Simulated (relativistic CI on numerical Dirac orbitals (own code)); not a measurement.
**Hf⁴²⁺: how the levels respond to the fine-structure constant and the nuclear radius**

How sensitive are the low transitions of Hf⁴²⁺ to a change of α? Wanted is q = dE/dx with x = (α/α0)² − 1, and the field-shift factor by the mean square nuclear radius, for the lowest 30 levels.

Method: Dirac-Coulomb-Breit CI, KLI orbitals optimised for each configuration, derivatives by finite differences. Code: relativistic CI on numerical Dirac orbitals (own code) version 2.

## Step 1: What is computed

- ion: Hf⁴²⁺ (Hf XLIII)
- nuclear charge: 72
- electrons: 30
- isotope: A = 180
- first configuration: [Ar] 3d10 4s2

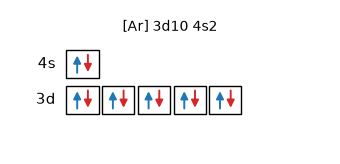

Occupation of the outer shells (arrows by Hund's rule).

## Step 2: The run

Input settings:

```ini
atom Hf  Z=72  charge=42  electrons=30
nucleus A=180  rms_radius_fm=5.3470
hamiltonian dirac-coulomb  breit=on  qed=off  c_scale=1
orbitals kli  potential=per-configuration
slater_scale 1
correlation none
mixing on
configurations
  [Ar] 3d10 4s2
  [Ar] 3d10 4s 4p
  [Ar] 3d10 4p2
  [Ar] 3d10 4s 4d
  [Ar] 3d10 4d2
  [Ar] 3d10 4s 4f
  [Ar] 3d10 4p 4d
  [Ar] 3d10 4f2
end
derivatives alpha2 +-0.01 radius +-1%
```

Results of the run (chosen fields of its result record, rounded):

```text
{
  "status": "converged",
  "levels [i, E_cm, J2, conf, term, w_term]": [
    [0, 0, 0, "4s2", "1S", 0.9931],
    [1, 667196.73, 0, "4s 4p", "3P*", 0.9995],
    [2, 722540.15, 2, "4s 4p", "3P*", 0.774],
    [3, 1362865.2, 4, "4s 4p", "3P*", 0.999],
    [4, 1505375.6, 2, "4s 4p", "1P*", 0.7693],
    [5, 1533618.1, 0, "4p2", "3P", 0.7093],
    [6, 2179741.8, 2, "4p2", "3P", 0.9991],
    [7, 2189276.1, 4, "4p2", "1D", 0.6247],
    [8, 2594453.7, 2, "4s 4d", "3D", 1],
    [9, 2620778.9, 4, "4s 4d", "3D", 0.803],
    [10, 2740812.8, 6, "4s 4d", "3D", 1],
    [11, 2772761.5, 4, "4s 4d", "1D", 0.5034],
    [12, 2954754.7, 4, "4p2", "3P", 0.3635],
    [13, 2970832.3, 0, "4p2", "1S", 0.7032],
    [14, 3295537.9, 4, "4p 4d", "3F*", 0.7641],
    [15, 3437931.8, 2, "4p 4d", "3D*", 0.55],
    [16, 3514693.6, 6, "4p 4d", "3F*", 0.5846],
    [17, 3519882.7, 4, "4p 4d", "3P*", 0.4712],
    [18, 3978752.1, 6, "4s 4f", "1F*", 0.3686],
    [19, 4014028.6, 4, "4s 4f", "3F*", 0.6766],
    [20, 4033777.1, 8, "4s 4f", "3F*", 0.7844],
    [21, 4065562.7, 4, "4p 4d", "3D*", 0.3206],
    [22, 4066143.6, 6, "4s 4f", "3F*", 0.7018],
    [23, 4078824.9, 0, "4p 4d", "3P*", 0.9995],
    [24, 4088454.1, 2, "4p 4d", "3P*", 0.6482],
    [25, 4143620, 6, "4p 4d", "3D*", 0.4998],
    [26, 4165933.2, 8, "4p 4d", "3F*", 0.7844],
    [27, 4196852.1, 4, "4p 4d", "3P*", 0.5002],
    [28, 4325432.9, 2, "4p 4d", "1P*", 0.7098],
    [29, 4341873.1, 6, "4p 4d", "1F*", 0.5394]
  ],
  "sensitivity [i, q_alpha_cm, field_shift_GHz_per_fm2]": [
    [0, 0, 0],
    [1, 1.082e+05, -1660],
    [2, 1.244e+05, -1669],
    [3, 9.421e+05, -1766],
    [4, 9.372e+05, -1775],
    [5, 2.385e+05, -3348],
    [6, 1.063e+06, -3459],
    [7, 1.06e+06, -3377],
    [8, 9.892e+05, -1755],
    [9, 1.019e+06, -1817],
    [10, 1.139e+06, -1751],
    [11, 1.364e+06, -2327],
    [12, 1.648e+06, -3011],
    [13, 1.888e+06, -3548],
    [14, 1.105e+06, -3442],
    [15, 1.117e+06, -3446],
    [16, 1.273e+06, -3417],
    [17, 1.261e+06, -3445],
    [18, 1.427e+06, -2400],
    [19, 1.393e+06, -2319],
    [20, 1.367e+06, -2122],
    [21, 1.686e+06, -2971],
    [22, 1.234e+06, -1898],
    [23, 1.941e+06, -3548],
    [24, 1.943e+06, -3548],
    [25, 1.773e+06, -3075],
    [26, 1.89e+06, -3153],
    [27, 2.083e+06, -3543],
    [28, 2.08e+06, -3538],
    [29, 1.891e+06, -3220]
  ],
  "n_levels_all": 30,
  "configurations [conf, odd, states]": [
    ["4s2", 0, 1],
    ["4s 4p", 1, 12],
    ["4p2", 0, 15],
    ["4s 4d", 0, 20],
    ["4d2", 0, 45],
    ["4s 4f", 1, 28],
    ["4p 4d", 1, 60],
    ["4f2", 0, 91]
  ]
}
```

Run time: 0.9 s. Hardware: 1 thread, shared host.

The relative sensitivity K = 2q/E of the transition from the lowest level:

```
                   level  energy (eV)   q (cm⁻¹)      K  field shift (GHz/fm²)
              4s 4p 3P°0        82.72     108200  0.324              -1.66e+03
   4s 4p [4s 4p1/2] J=1°        89.58     124400  0.344              -1.67e+03
              4s 4p 3P°2       168.97     942100  1.383              -1.77e+03
   4s 4p [4s 4p3/2] J=1°       186.64     937200  1.245              -1.78e+03
       4p2 [4p1/2^2] J=0       190.14     238500  0.311              -3.35e+03
                 4p2 3P1       270.25  1.063e+06  0.975              -3.46e+03
   4p2 [4p1/2 4p3/2] J=2       271.44  1.060e+06  0.968              -3.38e+03
               4s 4d 3D1       321.67     989200  0.763              -1.75e+03
               4s 4d 3D2       324.94  1.019e+06  0.778              -1.82e+03
               4s 4d 3D3       339.82  1.139e+06  0.831              -1.75e+03
               4s 4d 1D2       343.78  1.364e+06  0.984              -2.33e+03
       4p2 [4p3/2^2] J=2       366.34  1.648e+06  1.115              -3.01e+03
       4p2 [4p3/2^2] J=0       368.34  1.888e+06  1.271              -3.55e+03
4p 4d [4p1/2 4d3/2] J=2°       408.59  1.105e+06  0.670              -3.44e+03
4p 4d [4p1/2 4d3/2] J=1°       426.25  1.117e+06  0.650              -3.45e+03
4p 4d [4p1/2 4d5/2] J=3°       435.77  1.273e+06  0.724              -3.42e+03
4p 4d [4p1/2 4d5/2] J=2°       436.41  1.261e+06  0.717              -3.44e+03
```

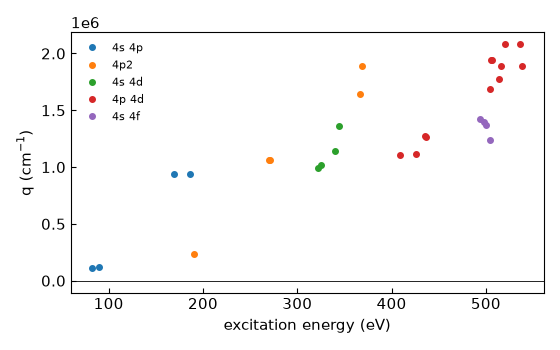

q against excitation energy, by configuration.

## Step 3: Results

| quantity | value |
| --- | --- |
| lowest level | 4s2 1S0 |
| largest q in size, lowest 30 levels | 2.083e+06 cm⁻¹ (4p 4d [4p3/2 4d5/2] J=2°) |
| largest field-shift factor among them | -3.55e+03 GHz/fm² (4p2 [4p3/2^2] J=0) |

In words: Among these levels the largest q belongs to 4p 4d [4p3/2 4d5/2] J=2°, a change of configuration. K = 2q/E, the relative sensitivity of a level, hangs on the computed energy: between configurations that lie close it can be off by a factor of several.
